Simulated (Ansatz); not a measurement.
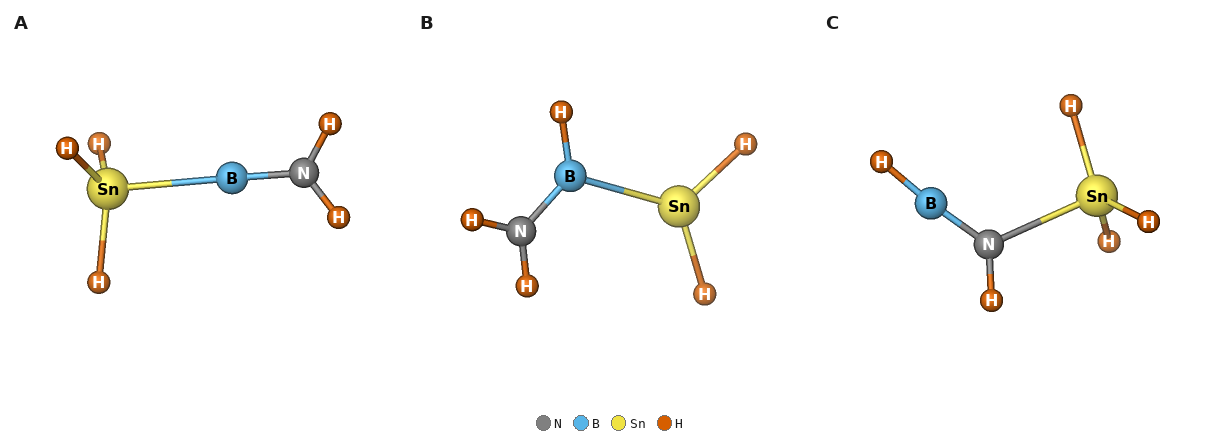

3 stationary structures of one formula. Charge +1, singlet. Geometries: PBE0-D4/def2-TZVP. Electronic energies: RHF-CCSD(T) (frozen core)/def2-TZVPP (Ansatz 0.2.0), without zero-point energy. No frequency run is at hand to confirm each as a minimum. Each is one conformer, not always the lowest.

Rank them by energy, lowest first.

B is lowest (Cs); C lies 9.0 kcal/mol above it (Cs), A lies 15.8 kcal/mol above it.
